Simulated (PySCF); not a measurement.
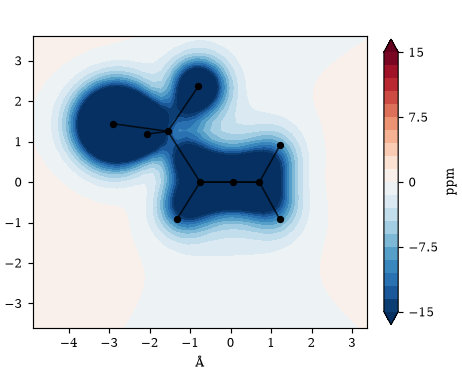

*C3H3ClF2O, SMILES `FC(F)(Cl)C1CO1`. Isotropic NICS in a plane perpendicular to the 3-membered ring C5/C6/O7; GIAO shieldings; atoms are projected onto the map; negative values mean shielding.*

PySCF calculation, HF/def2-SVP, gas phase; geometry: GFN2-xTB. No frequency check shows the geometry to be a minimum. GFN2-xTB bond lengths at metals and heavier atoms can be off by up to 0.1 Å and shapes distorted, which carries into these values.

Is the ring aromatic by this magnetic criterion?

Answer. It is shielded above its centre; its σ bonds alone give such values, so they don't measure π aromaticity: NICS(0) = −47.1, NICS(1) = −6.5 and −6.5, NICS(1)zz = −22.4 and −23.4 (two faces) ppm.

What absolute proton shieldings does the same calculation give?

Answer. From 29.4 ppm (H9) to 29.8 ppm (H10).
